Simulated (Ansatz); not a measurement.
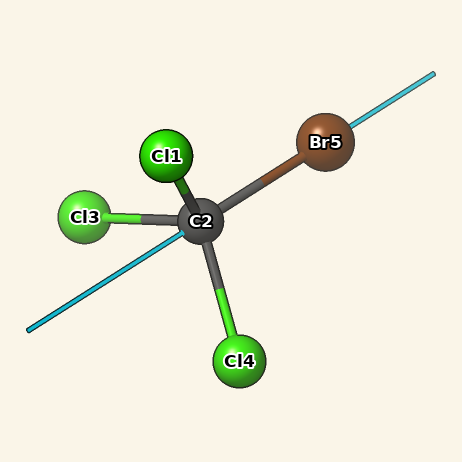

A line through the centre of mass is drawn in. Distant atoms are faded towards the background colour. The geometry was computed by an optimisation with PBE0-D4/def2-TZVP.

Is the line a proper rotation axis of the structure, and of what order?

Answer. Yes, a C3 axis. A turn by 120° leaves C2, Br5 in place and moves Cl1 → Cl4 → Cl3 → Cl1. The point group is C3v.
